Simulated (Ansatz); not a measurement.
The figure comes from a scan of HfN (rock salt): one N atom of a 2-atom cell moves by u along (1.00, 0.00, 0.00) and v along (0.00, 0.00, 1.00). These are r2SCAN (plane waves to 500 eV, PAW, scalar-relativistic; Ansatz, a program for electronic structure) values and carry that method's errors. k mesh 14×14×14 (Γ-centred), Fermi-Dirac smearing 0.05 eV. The energy includes the smearing's −TS. With partly filled bands, energies and forces of such displacements shift with the k mesh and the smearing. HfN is run without spin polarisation. HfN was relaxed with its symmetry unable to fall. Spin-orbit coupling is left out, though Hf is heavy. The PAW data are Ansatz's earlier set. ΔE is measured from the undisplaced structure. Axes are in Å.

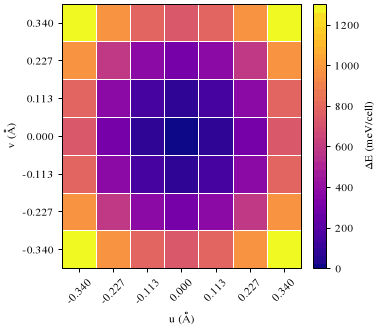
Figure. ΔE (meV/cell), one tile a computed point.

Task: Read the plotted values off the figure, to the accuracy that the plot allows.

Result: To the nearest 200:

ΔE (meV/cell), with u across and v down:

```csv
v \ u,-0.340,-0.227,-0.113,0.000,0.113,0.227,0.340
-0.340,1400,1000,800,800,800,1000,1400
-0.227,1000,600,400,400,400,600,1000
-0.113,800,400,200,0,200,400,800
0.000,800,400,0,0,0,400,800
0.113,800,400,200,0,200,400,800
0.227,1000,600,400,400,400,600,1000
0.340,1400,1000,800,800,800,1000,1400
```

(A displaced cell: forces are minus the slopes of the energy, force constants its curvatures, and phonons follow from these.)
